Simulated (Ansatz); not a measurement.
## Electronic structure of CH7BN2O···H2 in real space

The calculation's input:

```
crystal:
  periodic: [false, false, false]
  atoms:
    - { symbol: B, position_ang: [0.247634, 0.546689, -0.499876] }
    - { symbol: H, position_ang: [-0.416815, 0.128837, 1.775585] }
    - { symbol: "N", position_ang: [1.369557, -0.324558, -0.499569] }
    - { symbol: H, position_ang: [1.314249, -1.299596, -0.687347] }
    - { symbol: H, position_ang: [2.276567, -0.032935, -0.215384] }
    - { symbol: O, position_ang: [-0.997393, 0.137435, -0.898664] }
    - { symbol: H, position_ang: [-1.034929, -0.762624, -1.188284] }
    - { symbol: "N", position_ang: [0.401443, 1.96439, -0.104974] }
    - { symbol: H, position_ang: [1.272328, 2.278148, 0.259196] }
    - { symbol: C, position_ang: [-0.664922, 2.933956, -0.074134] }
    - { symbol: H, position_ang: [-1.487364, 2.58183, -0.68] }
    - { symbol: H, position_ang: [-1.046351, 3.110598, 0.931904] }
    - { symbol: H, position_ang: [-0.338405, 3.889348, -0.475916] }
    - { symbol: H, position_ang: [-0.251599, 0.808583, 1.742363] }
basis:
  gaussian: { orbitals: "6-31G*" }
hamiltonian:
  xc: hf
relax:
  f_tol: 0.03
  max_steps: 50
output:
  orbitals: {}
```

Command:

```sh
ansatz run input.yaml --threads 1 --pin off --max-ram 2048MiB --backend cpu --events-out ev --progress --plain --runs-dir out
```

The fields are those of the run's last geometry, not of the input's.

All numbers below come from RHF/6-31G* (Ansatz).

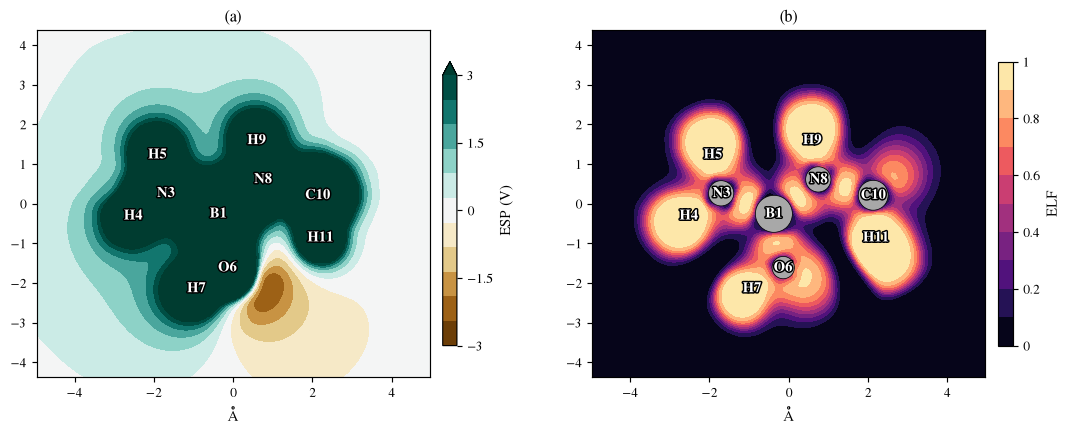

Figure 1. (a) electrostatic potential; (b) electron localisation function on the plane of atoms O6, B1 and N8. Grey discs cover the atomic cores in the ELF map.

Question: What does the map show?

Answer: The section cuts through B, N, H, O and C sites. B–O (1.38 Å): the ELF peaks at about 0.90 between the atoms; a polar covalent bond. B–N (1.42 Å): the ELF peaks at about 0.95 between the atoms, as expected for a short, strongly polar bond. C–N (1.44 Å): the ELF peaks at about 0.95 between the atoms (localised, covalent bonding). O–H (0.94 Å): the ELF climbs to about 1 towards the hydrogen, as it does in any bond to H (an ordinary covalent bond to hydrogen). N–H (0.99 Å): the ELF climbs to about 1 towards the hydrogen (an ordinary covalent bond to hydrogen). The ELF also peaks beside O6, away from the bonds: lone-pair regions. Outside the dense part of the complex the potential is most negative (−2.4 V) near O6.

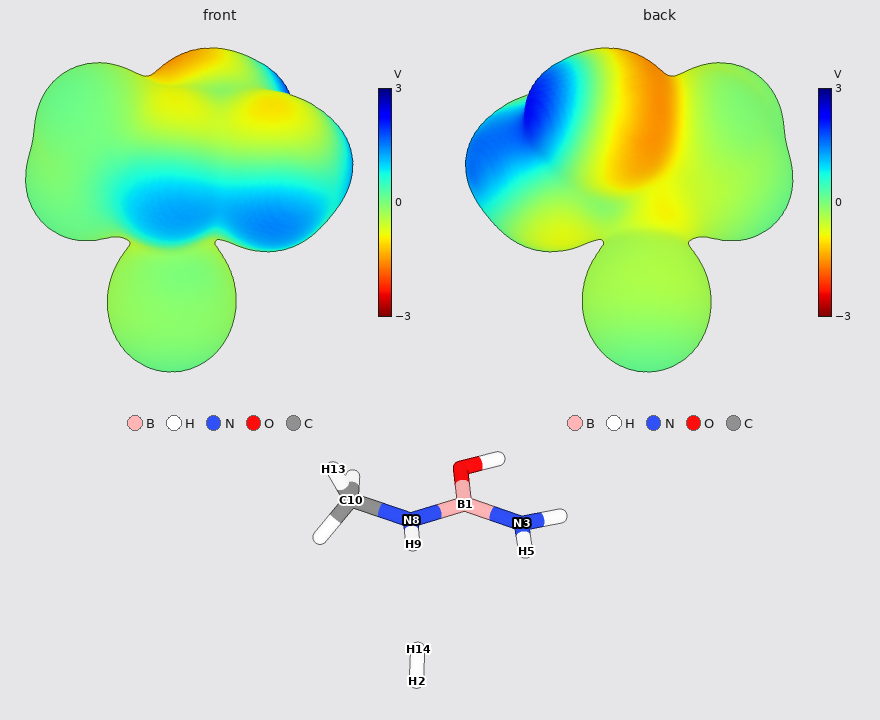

Figure 2. The electrostatic potential painted on the density surface at 0.001 e/bohr³, seen from the front and from behind; red is negative and blue positive. The bare structure is drawn below in the same view.

Question: Where is the surface potential most negative and most positive?

Answer: The most negative region (about −1.5 V, or −35 kcal/mol for a unit charge) lies over O6, the most positive (about +2.1 V, or +48 kcal/mol for a unit charge) over H7. O6 is the likeliest acceptor of a hydrogen bond.

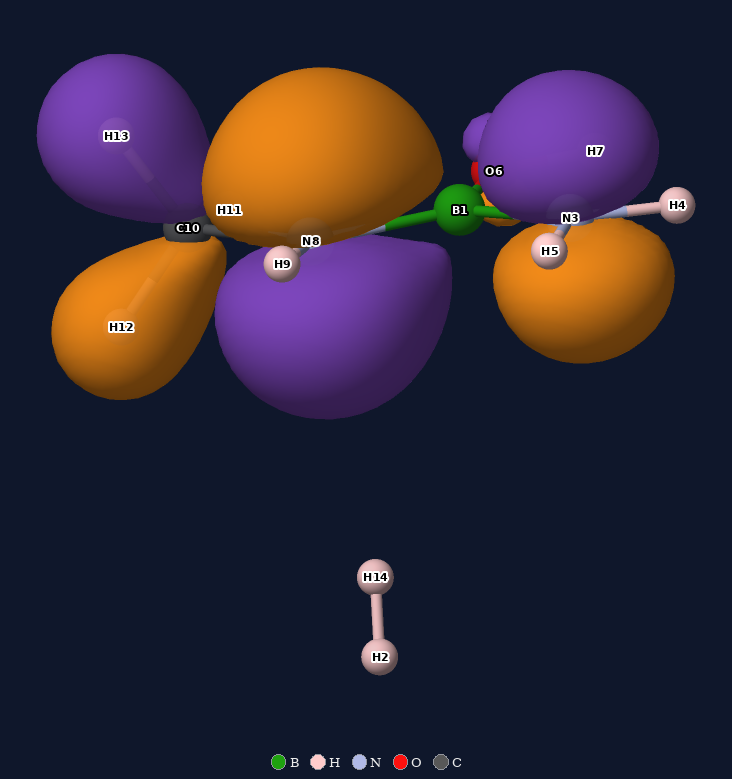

Figure 3. The HOMO at ±0.1 Å⁻³ᐟ² (orange and purple are the two phases), seen at an oblique angle.

Question: Where does this orbital lie, and at what energy?

Answer: By Hirshfeld shares it lies mainly on N8 (about 50 %), N3 (about 20 %), C10 (about 10 %) and B1 (about 10 %). Its energy is −9.54 eV.
